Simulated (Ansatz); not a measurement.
# CH₅GaO: small, medium and large basis sets

How large a basis does CH₅GaO need? Two functionals are run in growing sets.

The runs use Ansatz 0.2.0, Gaussian basis; one geometry, several basis sets.

Plan: PBE0-D4/def2-SVP; ωB97M-V/def2-SVP; PBE0-D4/def2-QZVPP; ωB97M-V/def2-QZVPP; the functionals' def2-TZVPP values are taken from earlier runs.

**1. The geometry**

All runs share one geometry, relaxed beforehand with PBE0-D4 in a triple-zeta def2 set.

SMILES `O[CH2][GaH2]`, 8 atoms, charge 0, spin multiplicity 1.

Atoms are counted from 1 here; the program's logs count them from 0.

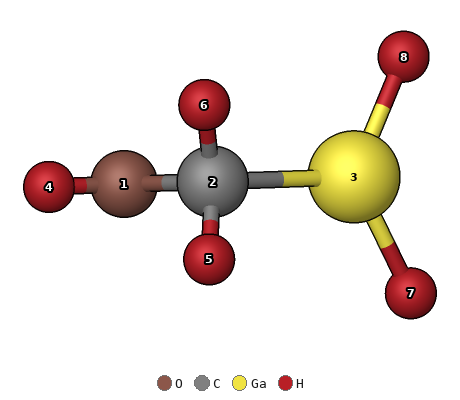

The geometry (oxygen brown, carbon grey, gallium yellow, hydrogen red); atoms are numbered from 1 in the order of the file.

**2. PBE0-D4 in def2-SVP**

The input, in.yaml:

```yaml
crystal:
  periodic: [false, false, false]
  atoms:
    - {symbol: O, position_ang: [-0.972656, 0.187385, -1.074828]}
    - {symbol: C, position_ang: [-0.118846, 0.695334, -0.044866]}
    - {symbol: Ga, position_ang: [0.671067, -1.008385, 0.625381]}
    - {symbol: H, position_ang: [-1.435292, 0.916642, -1.494959]}
    - {symbol: H, position_ang: [-0.691682, 1.227783, 0.723222]}
    - {symbol: H, position_ang: [0.633410, 1.381409, -0.451107]}
    - {symbol: H, position_ang: [-0.058999, -1.816774, 1.758306]}
    - {symbol: H, position_ang: [1.972999, -1.583394, -0.041149]}
basis:
  gaussian: {orbitals: def2-SVP}
hamiltonian: {xc: pbe0, dispersion: d4}
output: {orbitals: {seedname: orbitals}}
```

Launch:

```sh
ansatz run in.yaml --threads 2 --pin off --events-out ev --progress --plain --max-ram 4352MiB
```

Further steps of the session: ωB97M-V in def2-SVP; PBE0-D4 in def2-QZVPP; ωB97M-V in def2-QZVPP.

Q: Predict the results of all the runs planned. Wanted: PBE0-D4: double and triple zeta above quadruple; ωB97M-V: double and triple zeta above quadruple.

The runs gave:

```
                                       quantity           value
PBE0-D4: double and triple zeta above quadruple  11.91, 1.38 eV
ωB97M-V: double and triple zeta above quadruple  11.99, 1.35 eV
```

In words: PBE0-D4 gains 10.52 eV from double to triple zeta, then 1.38 eV more. Total energies overstate the basis error of differences, where much of it tends to cancel.
